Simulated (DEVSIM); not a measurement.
Structure: illuminated Si p-on-n cell, one wavelength, at 300 K.

| layer (left to right) | material | thickness (μm) | Nd (cm⁻³) | Na (cm⁻³) | τn (s) | τp (s) | absorption coefficient (cm⁻¹) |
|---|---|---|---|---|---|---|---|
| 1 | Si | 0.820 | - | 9.9e18 | 3.4e-8 | 2.2e-7 | 5900 |
| 2 | Si | 210 | 8.6e16 | - | 2.3e-7 | 2.3e-7 | 5900 |

Left contact: ohmic, minority electron recombination velocity 50 cm/s. Right contact: ohmic, minority hole recombination velocity 40 cm/s. Voltage is applied to the left contact. Recombination: SRH at mid-gap, radiative, Auger. Light enters at the left, 2.4e17 photons cm⁻² s⁻¹, one pass, no reflection. Mobility is μmin + (μ − μmin)/(1 + (N/Nref)^α).

This is a model device: material constants are rounded textbook-type values typed into the input, and sizes, dopings and lifetimes were drawn at random. Values at 300 K.

```tsv
parameter	Si
gap (eV)	1.124
affinity (eV)	4.05
permittivity	11.7
Nc (cm⁻³)	2.86e19
Nv (cm⁻³)	3.1e19
μn (cm²/Vs)	1417
μp (cm²/Vs)	470
μn,min	52
μp,min	45
Nref,n	9.7e16
Nref,p	2.2e17
αn	0.68
αp	0.72
B (cm³/s)	4.7e-15
Cn (cm⁶/s)	2.8e-31
Cp (cm⁶/s)	9.9e-32
```

Model (solved in DEVSIM): 1D drift-diffusion, Boltzmann statistics, complete ionisation; no tunnelling, impact ionisation, image-force lowering or self-heating.

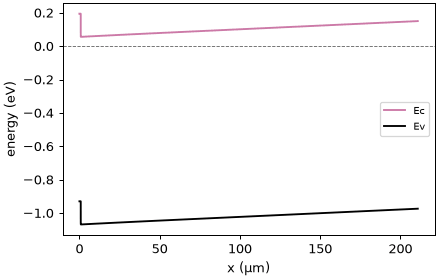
Fig. 1. Band edges at 0.9 V on the left contact, in the dark

Energies count from the Fermi level of the right contact; mesh points crowd at the junctions.

```json
[
 {"x (μm)": "0.000", "Ec (eV)": "0.194", "Ev (eV)": "-0.930", "n (cm⁻³)": "5.9e14", "p (cm⁻³)": "9.9e18", "field (V/cm)": "≈ 0"},
 {"x (μm)": "0.03865", "Ec (eV)": "0.194", "Ev (eV)": "-0.930", "n (cm⁻³)": "5.9e14", "p (cm⁻³)": "9.9e18", "field (V/cm)": "≈ 0"},
 {"x (μm)": "0.1420", "Ec (eV)": "0.195", "Ev (eV)": "-0.929", "n (cm⁻³)": "5.9e14", "p (cm⁻³)": "9.9e18", "field (V/cm)": "≈ 0"},
 {"x (μm)": "0.3955", "Ec (eV)": "0.195", "Ev (eV)": "-0.929", "n (cm⁻³)": "5.9e14", "p (cm⁻³)": "9.9e18", "field (V/cm)": "≈ 0"},
 {"x (μm)": "0.7180", "Ec (eV)": "0.195", "Ev (eV)": "-0.929", "n (cm⁻³)": "6.1e14", "p (cm⁻³)": "9.9e18", "field (V/cm)": "≈ 0"},
 {"x (μm)": "0.7948", "Ec (eV)": "0.195", "Ev (eV)": "-0.929", "n (cm⁻³)": "6.1e14", "p (cm⁻³)": "9.9e18", "field (V/cm)": "≈ 0"},
 {"x (μm)": "0.8267", "Ec (eV)": "0.105", "Ev (eV)": "-1.019", "n (cm⁻³)": "2.0e16", "p (cm⁻³)": "3.1e17", "field (V/cm)": "-50000"},
 {"x (μm)": "0.9139", "Ec (eV)": "0.056", "Ev (eV)": "-1.068", "n (cm⁻³)": "1.3e17", "p (cm⁻³)": "4.6e16", "field (V/cm)": "≈ 0"},
 {"x (μm)": "1.110", "Ec (eV)": "0.056", "Ev (eV)": "-1.068", "n (cm⁻³)": "1.3e17", "p (cm⁻³)": "4.5e16", "field (V/cm)": "≈ 0"},
 {"x (μm)": "1.632", "Ec (eV)": "0.056", "Ev (eV)": "-1.068", "n (cm⁻³)": "1.3e17", "p (cm⁻³)": "4.4e16", "field (V/cm)": "≈ 0"},
 {"x (μm)": "3.116", "Ec (eV)": "0.057", "Ev (eV)": "-1.067", "n (cm⁻³)": "1.3e17", "p (cm⁻³)": "4.1e16", "field (V/cm)": "≈ 0"},
 {"x (μm)": "9.360", "Ec (eV)": "0.060", "Ev (eV)": "-1.064", "n (cm⁻³)": "1.1e17", "p (cm⁻³)": "2.9e16", "field (V/cm)": "≈ 0"},
 {"x (μm)": "24.55", "Ec (eV)": "0.067", "Ev (eV)": "-1.057", "n (cm⁻³)": "9.8e16", "p (cm⁻³)": "1.2e16", "field (V/cm)": "≈ 0"},
 {"x (μm)": "64.06", "Ec (eV)": "0.085", "Ev (eV)": "-1.039", "n (cm⁻³)": "8.7e16", "p (cm⁻³)": "1.0e15", "field (V/cm)": "≈ 0"},
 {"x (μm)": "162.5", "Ec (eV)": "0.129", "Ev (eV)": "-0.995", "n (cm⁻³)": "8.6e16", "p (cm⁻³)": "1.9e12", "field (V/cm)": "≈ 0"},
 {"x (μm)": "193.4", "Ec (eV)": "0.142", "Ev (eV)": "-0.982", "n (cm⁻³)": "8.6e16", "p (cm⁻³)": "3.0e11", "field (V/cm)": "≈ 0"},
 {"x (μm)": "204.3", "Ec (eV)": "0.147", "Ev (eV)": "-0.977", "n (cm⁻³)": "8.6e16", "p (cm⁻³)": "2.0e11", "field (V/cm)": "≈ 0"},
 {"x (μm)": "208.4", "Ec (eV)": "0.149", "Ev (eV)": "-0.975", "n (cm⁻³)": "8.6e16", "p (cm⁻³)": "2.0e11", "field (V/cm)": "≈ 0"},
 {"x (μm)": "210.2", "Ec (eV)": "0.150", "Ev (eV)": "-0.974", "n (cm⁻³)": "8.6e16", "p (cm⁻³)": "2.0e11", "field (V/cm)": "≈ 0"},
 {"x (μm)": "210.6", "Ec (eV)": "0.150", "Ev (eV)": "-0.974", "n (cm⁻³)": "8.6e16", "p (cm⁻³)": "2.0e11", "field (V/cm)": "≈ 0"},
 {"x (μm)": "210.8", "Ec (eV)": "0.150", "Ev (eV)": "-0.974", "n (cm⁻³)": "8.6e16", "p (cm⁻³)": "2.0e11", "field (V/cm)": "≈ 0"},
 {"x (μm)": "210.8", "Ec (eV)": "0.150", "Ev (eV)": "-0.974", "n (cm⁻³)": "8.6e16", "p (cm⁻³)": "2.0e11", "field (V/cm)": "≈ 0"}
]
```
